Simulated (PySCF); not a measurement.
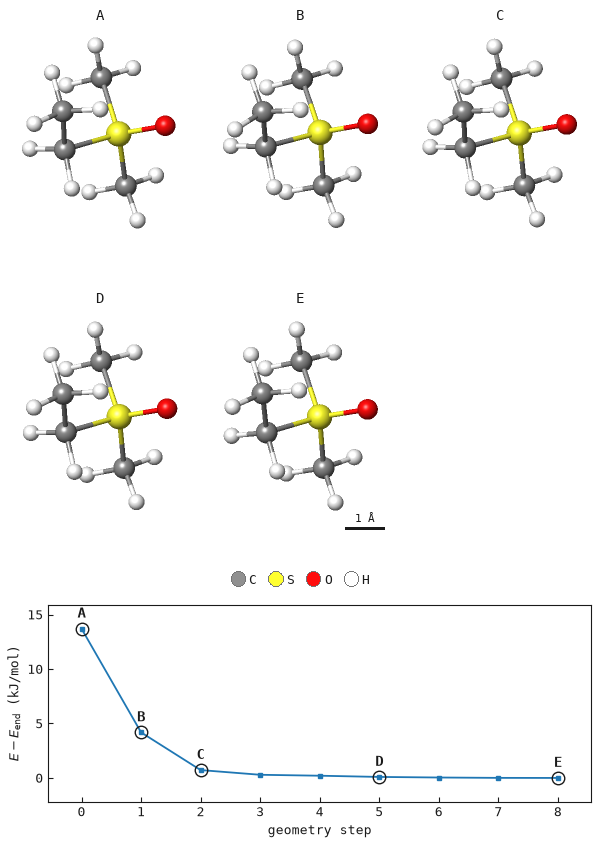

Frames of a relaxation of C$_{4}$H$_{11}$OS (charge +1), marked on the history of the run. Style: ball-and-stick. Shown from a free direction.

The start comes from GFN2-xTB.

These are results of PySCF, PBE0-D3(BJ)/def2-SVP geometry optimisation, gas phase, not measurements. 

**What happens along the run?**

The energy falls by 13.7 kJ/mol in 8 geometry steps. The atom that moves furthest after the best rigid fit is an H atom (0.14 Å). By element the largest moves are H 0.14 Å, O 0.06 Å, C 0.06 Å, S 0.02 Å. Near-neighbour distances that change, for instance: O–S 1.423 → 1.456 Å, C–S 1.824 → 1.793 Å, C–S 1.802 → 1.773 Å, C–H 1.084 → 1.099 Å. Bond angles that change, for instance: S–C–H 106.0° → 102.8°, S–C–H 108.5° → 106.3°. From step 0 to 1: an H atom moves most (0.16 Å), energy −9.53 kJ/mol. From step 1 to 2: an H atom moves most (0.06 Å), energy −3.46 kJ/mol. From step 2 to 5: an H atom moves most (0.09 Å), energy −0.63 kJ/mol. From step 5 to 8: H atoms move most (0.08 Å), energy −0.09 kJ/mol.

| step | E − E(0), kJ/mol |
| --- | --- |
| 0 | 0.00 |
| 1 | -9.53 |
| 2 | -12.99 |
| 3 | -13.42 |
| 4 | -13.51 |
| 5 | -13.62 |
| 6 | -13.67 |
| 7 | -13.70 |
| 8 | -13.71 |
